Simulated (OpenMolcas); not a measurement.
**One shape, several levels: CH6ClNSi (SMILES C[SiH](N)Cl)**

Aim: a comparison of 6 runs (HF/STO-3G, HF/3-21G, B2PLYP/6-31G*, BLYP/6-31G*, SVWN5/6-31G*, B3LYP/6-31G*) of CH6ClNSi. 

The calculation is run with OpenMolcas 26.06.

1 further run of the same task is left out (set aside as unsound or not needed).

### 1 The molecule

CH6ClNSi: 10 atoms, total charge 0, spin state singlet. As SMILES, `C[SiH](N)Cl`. One bond was lengthened or shortened from a relaxed shape.

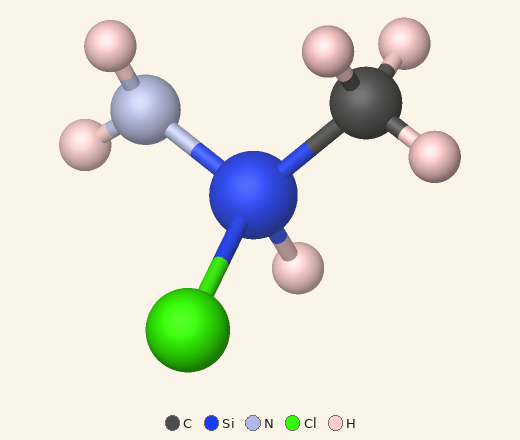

The structure, seen from a chosen angle (carbon dark grey, silicon blue, nitrogen light blue, chlorine green, hydrogen pink).

### 2 The energy at HF/STO-3G (run 1)

File mol.input:

```
&gateway
 baslib=$CurrDir
 coord
 10
 angstrom
 C       -1.021887       1.073549      -0.155457
 Si      -0.153187      -0.524351       0.200743
 N        1.103213      -0.265951       1.324943
 Cl       0.594900      -1.392500      -1.900800
 H       -1.817587       0.922749      -0.887457
 H       -1.457087       1.482949       0.759143
 H       -0.324487       1.807549      -0.567257
 H       -1.034087      -1.576251       0.756743
 H        1.749913       0.495849       1.191743
 H        1.565113      -1.055451       1.747943
 basis=STO-3G
 group=NoSym

&seward

&scf
 thresholds=1e-10 1e-07 1e-07 1e-05
 prorbitals=1 2
```

The basis set STO-3G is read from a file made from the Basis Set Exchange's data (not shown).

Launch:

```console
$ export MOLCAS_MEM=1860
$ pymolcas mol.input > mol.log
```

The log of the run:

```text
--- Start Module: gateway ---
[...]
--- Stop Module: gateway /rc=_RC_ALL_IS_WELL_ ---
--- Start Module: seward ---
[...]
      Basis functions           34
--- Stop Module: seward /rc=_RC_ALL_IS_WELL_ ---
[...]
--- Start Module: scf ---
[...]
       Convergence after  11 Iterations
[...]
::    Total SCF energy                               -834.8941926606
[...]
      Total spin, S                                     0.0000000000
[...]
      Total electronic charge=   50.000000
      Total            charge=   -0.000000
[...]
      Dipole Moment (debye):
      Origin of the operator (angstrom)=    0.1934   -0.5486   -0.4331
                   X= -5.5092E-01               Y=  1.7532E+00               Z=  3.5764E+00           Total=  4.0209E+00
      Quadrupole Moment (debye*angstrom):
[...]
--- Stop Module: scf /rc=_RC_ALL_IS_WELL_ ---
[...]
```

It took 2.5 s on 1 thread of AMD EPYC 7R43 (Zen 3), shared host; peak memory 0.37 GiB.

### 3 The energy at HF/3-21G (run 2)

File coord.xyz:

```xyz
10

C     -1.021887     1.073549    -0.155457
Si    -0.153187    -0.524351     0.200743
N      1.103213    -0.265951     1.324943
Cl     0.594900    -1.392500    -1.900800
H     -1.817587     0.922749    -0.887457
H     -1.457087     1.482949     0.759143
H     -0.324487     1.807549    -0.567257
H     -1.034087    -1.576251     0.756743
H      1.749913     0.495849     1.191743
H      1.565113    -1.055451     1.747943
```

File calc.inp:

```
* CH6ClNSi Hartree-Fock

&GATEWAY
  BasLib
  $CurrDir
  Coord
  coord.xyz
  Basis
  3-21G
  Group
  NoSym

&SEWARD

&SCF
  Thresholds
  1e-10 1e-07 1e-07 1e-05
  PrOrbitals
  1 1
```

The basis set 3-21G is read from a file made from the Basis Set Exchange's data (not shown).

Launch:

```console
$ export MOLCAS_MEM=1860
$ pymolcas calc.inp > calc.log
```

The log of the run:

```text
--- Start Module: gateway ---
[...]
--- Stop Module: gateway /rc=_RC_ALL_IS_WELL_ ---
--- Start Module: seward ---
[...]
      Basis functions           56
--- Stop Module: seward /rc=_RC_ALL_IS_WELL_ ---
[...]
--- Start Module: scf ---
[...]
       Convergence after  14 Iterations
[...]
::    Total SCF energy                               -840.0718767443
[...]
      Total spin, S                                     0.0000000000
[...]
      Total electronic charge=   50.000000
      Total            charge=   -0.000000
[...]
      Dipole Moment (debye):
      Origin of the operator (angstrom)=    0.1934   -0.5486   -0.4331
                   X= -1.7721E-01               Y=  2.2605E+00               Z=  3.9478E+00           Total=  4.5526E+00
      Quadrupole Moment (debye*angstrom):
[...]
--- Stop Module: scf /rc=_RC_ALL_IS_WELL_ ---
[...]
```

Run time: 3.9 s. Hardware: 1 thread of AMD EPYC 7R43 (Zen 3), shared host; peak memory 0.39 GiB.

### 4 The energy at B2PLYP/6-31G(d) (spherical functions) (run 3)

File job.inp:

```
* CH6ClNSi Kohn-Sham DFT

&GATEWAY
  BasLib = $CurrDir
  BasisSet
  C.6-31Gs....
  C1 -1.021887 1.073549 -0.155457 angstrom
  End of Basis
  BasisSet
  Si.6-31Gs....
  Si2 -0.153187 -0.524351 0.200743 angstrom
  End of Basis
  BasisSet
  N.6-31Gs....
  N3 1.103213 -0.265951 1.324943 angstrom
  End of Basis
  BasisSet
  Cl.6-31Gs....
  Cl4 0.594900 -1.392500 -1.900800 angstrom
  End of Basis
  BasisSet
  H.6-31Gs....
  H5 -1.817587 0.922749 -0.887457 angstrom
  H6 -1.457087 1.482949 0.759143 angstrom
  H7 -0.324487 1.807549 -0.567257 angstrom
  H8 -1.034087 -1.576251 0.756743 angstrom
  H9 1.749913 0.495849 1.191743 angstrom
  H10 1.565113 -1.055451 1.747943 angstrom
  End of Basis

&SEWARD
  GridInput
  Grid=UltraFine
  End of Grid

&SCF
  KSDFT = B2PLYP_SCF
  Thresholds = 1e-10 1e-07 1e-07 1e-05
  PrOrbitals = 1 1

&MBPT2
  Frozen = 12
```

The basis set 6-31G* is read from a file made from the Basis Set Exchange's data (not shown).

Launch:

```console
$ export MOLCAS_MEM=1860
$ pymolcas job.inp > job.log
```

The log of the run:

```text
--- Start Module: gateway ---
[...]
--- Stop Module: gateway /rc=_RC_ALL_IS_WELL_ ---
[...]
      Basis functions           76
[...]
--- Start Module: scf ---
[...]
       Convergence after  13 Iterations
[...]
::    Total KS-DFT energy                            -845.6284488300
[...]
      Total spin, S                                     0.0000000000
[...]
      Total electronic charge=   50.000000
      Total            charge=   -0.000000
[...]
      Dipole Moment (debye):
      Origin of the operator (angstrom)=    0.1934   -0.5486   -0.4331
                   X= -3.5267E-02               Y=  2.0829E+00               Z=  3.4591E+00           Total=  4.0379E+00
      Quadrupole Moment (debye*angstrom):
[...]
--- Stop Module: scf /rc=_RC_ALL_IS_WELL_ ---
[...]
--- Start Module: mbpt2 ---
[...]
 ###    WARNING: MP2 implementation intended for RHF references only         ###
 ###############################################################################
MBPT2 WARNING: Reference function according to RunFile:KS-DFT
I'll assume you know what you're doing and continue
WARNING!
Default frozen orbitals as non valence orbitals is overwritten by user input.
Default values:   9
[...]
       Reference weight ( Cref**2 )         =        0.78581
::    Total MBPT2 energy                             -846.2390240794
[...]
      Total MBPT2 calculations                           0.24      0.27
--- Stop Module: mbpt2 /rc=_RC_ALL_IS_WELL_ ---
[...]
```

It took 25 s on 1 thread of AMD EPYC 7R43 (Zen 3), shared host; peak memory 0.43 GiB.

Runs 4 to 5 aren't shown in full; the table further down has their settings and results.

### 5 A single-point energy at B3LYP/6-31G(d) (Cartesian functions) (run 6)

File run.inp:

```
* CH6ClNSi Kohn-Sham DFT

&gateway
  baslib
  $CurrDir
  coord
  10
  bohr
  C     -1.93108656     2.02871359    -0.29377115
  Si    -0.28948148    -0.99087978     0.37934929
  N      2.08477043    -0.50257455     2.50377940
  Cl     1.12419807    -2.63144363    -3.59199142
  H     -3.43474164     1.74374289    -1.67705068
  H     -2.75349537     2.80236747     1.43457236
  H     -0.61319156     3.41577257    -1.07196037
  H     -1.95414122    -2.97868269     1.43003702
  H      3.30685631     0.93701881     2.25206788
  H      2.95763492    -1.99451333     3.30313355
  basis
  6-31Gs
  group
  NoSym

&seward
  gridinput
  Grid=UltraFine
  End of Grid

&scf
  ksdft
  B3LYP
  thresholds
  1e-10 1e-07 1e-07 1e-05
  prorbitals
  1 1
```

The basis set 6-31G* is read from a file made from the Basis Set Exchange's data (not shown).

Launch:

```console
$ export MOLCAS_MEM=1860
$ pymolcas run.inp > run.log
```

The log of the run:

```text
--- Start Module: gateway ---
[...]
--- Stop Module: gateway /rc=_RC_ALL_IS_WELL_ ---
--- Start Module: seward ---
[...]
      Basis functions           80
--- Stop Module: seward /rc=_RC_ALL_IS_WELL_ ---
[...]
--- Start Module: scf ---
[...]
       Convergence after  14 Iterations
[...]
::    Total KS-DFT energy                            -846.2366851025
[...]
      Total spin, S                                     0.0000000000
[...]
      Total electronic charge=   50.000000
      Total            charge=   -0.000000
[...]
      Dipole Moment (debye):
      Origin of the operator (angstrom)=    0.1934   -0.5486   -0.4331
                   X=  4.9805E-02               Y=  2.0764E+00               Z=  3.3620E+00           Total=  3.9519E+00
      Quadrupole Moment (debye*angstrom):
[...]
--- Stop Module: scf /rc=_RC_ALL_IS_WELL_ ---
[...]
```

Wall time 28 s (1 thread of AMD EPYC 7R43 (Zen 3), shared host); peak memory 0.45 GiB.

### 6 All runs side by side

```
run                                level  frozen core orbitals  integration grid  energy (Eh)  dipole moment (D)  HOMO energy (eV)  LUMO energy (eV)  wall time
  1                            HF/STO-3G                     –                 –  -834.894193               4.02             -8.72              6.78      2.5 s
  2                             HF/3-21G                     –                 –  -840.071877               4.55            -11.16              3.47      3.9 s
  3  B2PLYP/6-31G* (spherical functions)                    12         UltraFine  -845.793304               4.04             -9.04              1.46       25 s
  4    BLYP/6-31G* (spherical functions)                     –         UltraFine  -846.127572               3.89             -6.15             -0.65       26 s
  5   SVWN5/6-31G* (spherical functions)                     –         UltraFine  -842.690199               3.97             -6.45             -0.99       18 s
  6   B3LYP/6-31G* (Cartesian functions)                     –         UltraFine  -846.236685               3.95             -7.49             -0.11       28 s
```

### 7 Results

```
            quantity          value
 run 6: total energy  -846.23669 Eh
run 6: dipole moment         3.95 D
  run 6: HOMO energy       -7.49 eV
  run 6: LUMO energy       -0.11 eV
run 6: HOMO–LUMO gap        7.38 eV
```

What this shows: The dipole moment (its size) runs from 3.89 D (BLYP/6-31G*) to 4.55 D (HF/3-21G). The two ends differ in method and basis. The HOMO–LUMO gap runs from 5.46 eV (SVWN5/6-31G*) to 15.50 eV (HF/STO-3G). For B2PLYP the log adds the whole second-order term; the table takes 0.27 of it, as the functional is defined. Totals of different functionals can't be ranked against each other. In run 1 the basis is minimal, so the values are rough. All runs together took 1.7 min, the longest 28 s.
